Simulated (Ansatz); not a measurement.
fcc Ir, treated with BLYP (Ansatz, a first-principles code, plane waves, PAW).

Numerical settings: plane-wave cutoff 520 eV, 24×24×24 k mesh, Fermi–Dirac smearing 0.05 eV, no spin polarisation, scalar-relativistic PAW data made under PBE.

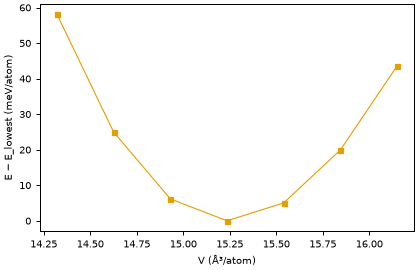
*Total energy against volume*

Problem. From the curve, estimate the equilibrium volume and the bulk modulus.

Solution. V0 ≈ 15.2 Å³/atom and B0 ≈ 290 GPa; the fit gives V0 = 15.244 Å³/atom, B0 = 293 GPa, B′ = 5.2.

Measured, for comparison: bulk modulus 365 GPa (corrected for temperature and zero-point phonon effects; as tabulated in Levämäki et al. (2014), arXiv:1402.3671); equilibrium volume per atom 14.06 Å³/atom (static lattice: zero-point anharmonic expansion removed; as tabulated in Mejia-Rodriguez and Trickey (2018), arXiv:1807.09216). Computed (rounded) less measured: bulk modulus -20 %, equilibrium volume per atom +8.4 %.

Spin–orbit coupling is not included.

Computed values are for the static lattice.
